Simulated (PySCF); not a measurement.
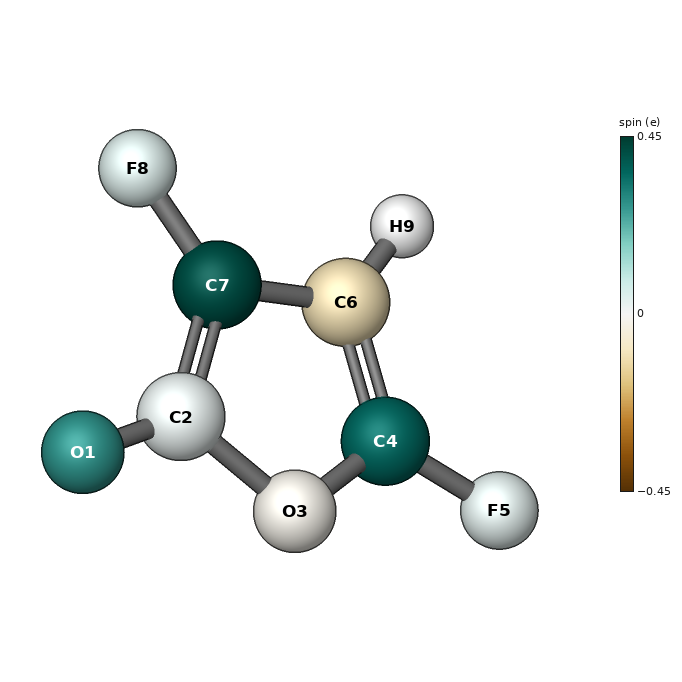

Atoms are coloured by their Mulliken spin populations. Charge 0, doublet. The geometry was computed by an optimisation with GFN2-xTB. No frequency run is at hand to confirm it as a minimum. Properties computed with UKS B3LYP, pcH-1 on C F H O, non-relativistic (PySCF 2.14.0).

List the Mulliken spin populations.

| atom | value (e) |
| --- | --- |
| O1 | 0.28 |
| C2 | 0.02 |
| O3 | −0.02 |
| C4 | 0.35 |
| F5 | 0.03 |
| C6 | −0.11 |
| C7 | 0.41 |
| F8 | 0.04 |
| H9 | 0.00 |

Mulliken values depend strongly on the basis set.
